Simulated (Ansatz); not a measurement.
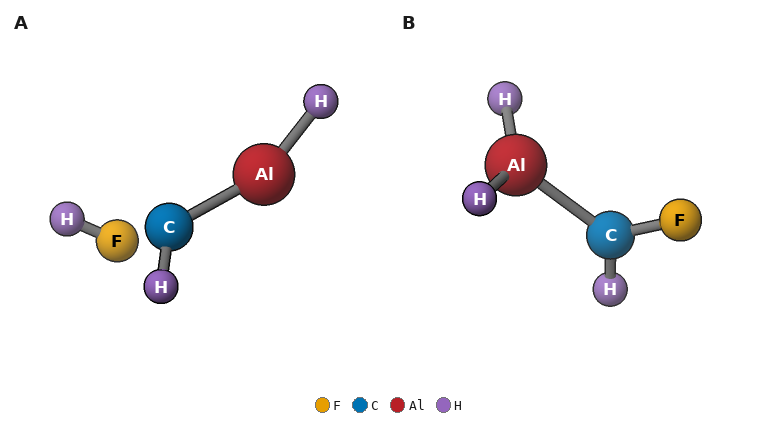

2 stationary structures of one formula. The species has charge +1 and is a spin singlet. Geometries: PBE-D4/def2-SVP. Electronic energies: PBE-D4/def2-SVP (Ansatz 0.2.0), without zero-point energy. No frequency run is at hand to confirm each as a minimum.

Question: Rank them by energy, lowest first.

Answer: B is lowest (Cs); A lies 36.9 kcal/mol above it (C1).
